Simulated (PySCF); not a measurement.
# C2H9NSi (SMILES CN(C)[SiH3]): levels of theory compared

We compute a comparison of 5 runs (HF/def2-SVP, M06-2X/STO-3G, CAM-B3LYP/6-31G, PBE/6-311G**, MP2/cc-pVDZ) of C2H9NSi. Input form: a Python script.

The results are computed with PySCF 2.14.0.

**1. Starting point**

C2H9NSi: 13 atoms, total charge 0, spin state singlet. As SMILES, `CN(C)[SiH3]`. Geometry: relaxed at PBE0-D4/def2-TZVP.

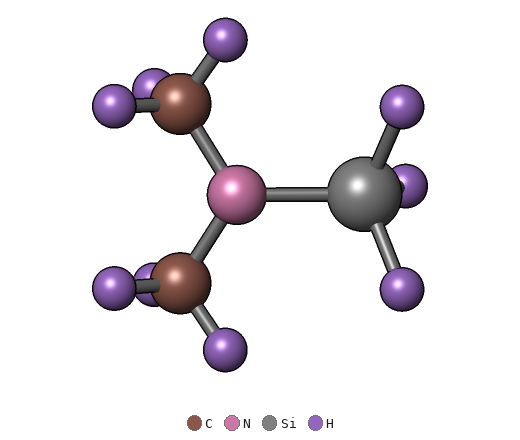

The structure, seen from a chosen angle (carbon brown, nitrogen pink, silicon grey, hydrogen purple).

**2. Energy and gradient at HF/def2-SVP (run 1)**

File run.py:

```python
# CN(C)[SiH3]
import pyscf.grad
from pyscf import gto, scf

mol = gto.M(
    atom='''
C   -0.853400   1.051500  -0.567400
N   -0.064300   0.101400   0.176900
C    1.257300   0.576800   0.503700
Si  -0.404400  -1.580400   0.101900
H   -0.416100   1.292500  -1.548500
H   -0.947500   1.991500  -0.009400
H   -1.860700   0.663700  -0.735400
H    1.197400   1.509100   1.079000
H    1.870100   0.778300  -0.388400
H    1.787100  -0.156700   1.115700
H    0.068700  -2.275300  -1.137100
H   -1.879700  -1.752300   0.167000
H    0.265600  -2.234700   1.256700
''',
    basis='def2-svp',
    max_memory=1860,
    verbose=4,
)

mf = scf.RHF(mol)
mf.conv_tol = 1e-10
mf.kernel()
if not mf.converged:
    mf = mf.newton().run(mf.mo_coeff, mf.mo_occ)

etot = mf.e_tot
print('E(%s) = %.9f' % ('HF', etot))
grad = mf.Gradients().kernel()
dip = mf.dip_moment()
pop, q = mf.mulliken_pop()
```

Run with:

```sh
$ OMP_NUM_THREADS=1 python run.py
```

What it wrote:

```text
PySCF version 2.14.0

[... 67 lines left out ...]
converged SCF energy = -424.167851630885
[... 12 lines left out ...]
Dipole moment(X, Y, Z, Debye):  0.33285,  0.94324, -0.23843
[... 119 lines left out ...]
charge of   12H =     -0.16667
```

Wall time 8.7 s (1 thread of Arm Neoverse V2, shared host); peak memory 0.23 GiB.

**3. Energy and gradient at M06-2X/STO-3G (run 2)**

File run.py:

```python
from pyscf import gto, dft

mol = gto.Mole()
mol.atom = '''
C     -1.612692     1.987047    -1.072231
N     -0.121509     0.191618     0.334293
C      2.375953     1.089994     0.951855
Si    -0.764205    -2.986523     0.192563
H     -0.786315     2.442471    -2.926241
H     -1.790516     3.763390    -0.017763
H     -3.516213     1.254211    -1.389705
H      2.262758     2.851786     2.039014
H      3.533977     1.470774    -0.733970
H      3.377130    -0.296120     2.108367
H      0.129824    -4.299694    -2.148808
H     -3.552118    -3.311367     0.315584
H      0.501911    -4.222971     2.374819
'''
mol.basis = 'sto-3g'
mol.max_memory = 1860
mol.unit = 'bohr'
mol.charge = 0
mol.verbose = 4
mol.build()

mf = dft.RKS(mol)
mf.xc = 'm06-2x'
mf.grids.level = 5
mf.conv_tol = 1e-10
mf.kernel()
if not mf.converged:
    mf = mf.newton().run(mf.mo_coeff, mf.mo_occ)

energy = mf.e_tot
print('E(%s) = %.9f' % ('M06-2X', energy))
grad = mf.nuc_grad_method().kernel()
mf.analyze()
```

Run with:

```sh
$ OMP_NUM_THREADS=1 python run.py
```

What it wrote:

```text
PySCF version 2.14.0

[... 98 lines left out ...]
Two-electron Energy =                  336.684673646199371
[... 6 lines left out ...]
MO #3   energy= -10.4014443364438  occ= 2
[... 4 lines left out ...]
MO #8   energy= -3.61237493754509  occ= 2
[... 4 lines left out ...]
MO #13  energy= -0.477629995656548 occ= 2
[... 4 lines left out ...]
MO #18  energy= -0.350442214612659 occ= 2
[... 4 lines left out ...]
MO #23  energy= 0.372534021695594  occ= 0
[... 4 lines left out ...]
MO #28  energy= 0.528972646438172  occ= 0
[... 4 lines left out ...]
MO #33  energy= 0.619129692845803  occ= 0
[... 49 lines left out ...]
Dipole moment(X, Y, Z, Debye):  0.17212,  0.06588, -0.31031
```

Run time: 17 s. Hardware: 1 thread of Arm Neoverse V2, shared host; peak memory 0.4 GiB.

Runs 3 to 4 aren't shown in full; the table further down has their settings and results.

**4. Energy and gradient at MP2/cc-pVDZ (run 5)**

File run.py:

```python
from pyscf import gto, scf, mp

mol = gto.M(
    atom='''
C     -0.853400     1.051500    -0.567400
N     -0.064300     0.101400     0.176900
C      1.257300     0.576800     0.503700
Si    -0.404400    -1.580400     0.101900
H     -0.416100     1.292500    -1.548500
H     -0.947500     1.991500    -0.009400
H     -1.860700     0.663700    -0.735400
H      1.197400     1.509100     1.079000
H      1.870100     0.778300    -0.388400
H      1.787100    -0.156700     1.115700
H      0.068700    -2.275300    -1.137100
H     -1.879700    -1.752300     0.167000
H      0.265600    -2.234700     1.256700
''',
    max_memory=1860,
    basis='cc-pvdz',
    spin=0,
    charge=0,
    verbose=3,
)

mf = scf.RHF(mol)
mf.conv_tol = 1e-10
mf.kernel()
if not mf.converged:
    mf = mf.newton().run(mf.mo_coeff, mf.mo_occ)

pt = mp.MP2(mf, frozen=8).run()
e_final = pt.e_tot
print(f'total energy: {e_final:.8f} hartree')
grad = pt.nuc_grad_method().kernel()
mf.analyze()
```

Run with:

```sh
$ OMP_NUM_THREADS=1 python run.py
```

What it wrote:

```text
converged SCF energy = -424.357514517225
[... 12 lines left out ...]
MO #1   energy= -68.7856068653447  occ= 2
[... 12 lines left out ...]
MO #14  energy= -0.611943117437743 occ= 2
[... 12 lines left out ...]
MO #27  energy= 0.239112109943436  occ= 0
[... 12 lines left out ...]
MO #40  energy= 0.603448194976507  occ= 0
[... 12 lines left out ...]
MO #53  energy= 0.934637440159575  occ= 0
[... 12 lines left out ...]
MO #66  energy= 1.5501206553342    occ= 0
[... 12 lines left out ...]
MO #79  energy= 1.9487643361059    occ= 0
[... 12 lines left out ...]
MO #92  energy= 2.35903280984826   occ= 0
[... 12 lines left out ...]
MO #105 energy= 3.04149853854376   occ= 0
[... 14 lines left out ...]
Dipole moment(X, Y, Z, Debye):  0.31478,  0.93115, -0.20815
```

It took 20 s on 1 thread of Arm Neoverse V2, shared host; peak memory 0.82 GiB.

**5. All runs side by side**

```
run            level  integration grid  frozen core orbitals  energy (Eh)  dipole moment (D) of the reference  HOMO energy (eV)  LUMO energy (eV)  wall time
  1      HF/def2-SVP                 –                     –  -424.167852                                1.03             -9.63              4.27      8.7 s
  2    M06-2X/STO-3G                 5                     –  -420.839131                                0.36             -4.71              9.10       17 s
  3  CAM-B3LYP/6-31G                 5                     –  -425.688744                                0.79             -7.25              2.14       34 s
  4     PBE/6-311G**                 5                     –  -425.565990                                0.99             -4.99             -0.14       65 s
  5      MP2/cc-pVDZ                 –                     8  -424.925142                                1.00             -9.53              4.30       20 s
```

**6. Summary of results**

```
                                          quantity          value
                               run 5: total energy  -424.92514 Eh
       run 5: dipole moment (Hartree–Fock density)         1.00 D
        run 5: HOMO energy (Hartree–Fock orbitals)       -9.53 eV
        run 5: LUMO energy (Hartree–Fock orbitals)        4.30 eV
      run 5: HOMO–LUMO gap (Hartree–Fock orbitals)       13.82 eV
run 5: correlation energy (8 core orbitals frozen)     -567.6 mEh
                   run 5: largest force on an atom     0.910 eV/Å
```

**Reading.** Over runs 1, 2, 3, 4 the dipole moment (its size) runs from 0.36 D (M06-2X/STO-3G) to 1.03 D (HF/def2-SVP). The two ends differ in method and basis. Over runs 1, 2, 3, 4 the HOMO–LUMO gap runs from 4.84 eV (PBE/6-311G**) to 13.90 eV (HF/def2-SVP). Totals of different functionals can't be ranked against each other. In run 2 the basis is minimal, so the values are rough. All runs together took 2.4 min, the longest 65 s.
